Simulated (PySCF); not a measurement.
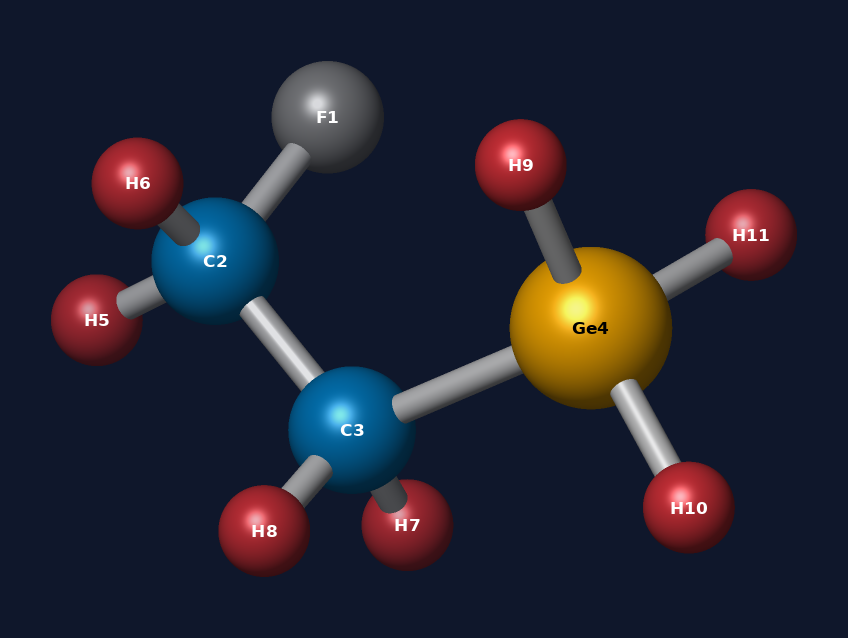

The geometry was computed by an optimisation with PBE0-D3(BJ)/def2-SVP. No frequency run is at hand to confirm it as a minimum. Method: delta-SCF UKS HF, pcX-2 on the ionised atom, pcseg-1 elsewhere, spin-free X2C (PySCF 2.14.0).

Give the core-electron binding energies (to vacuum) of F1 1s, C2 1s, C3 1s.

```tsv
atom	level	binding energy (eV)
F1	1s	691.5
C2	1s	293.3
C3	1s	290.4
```
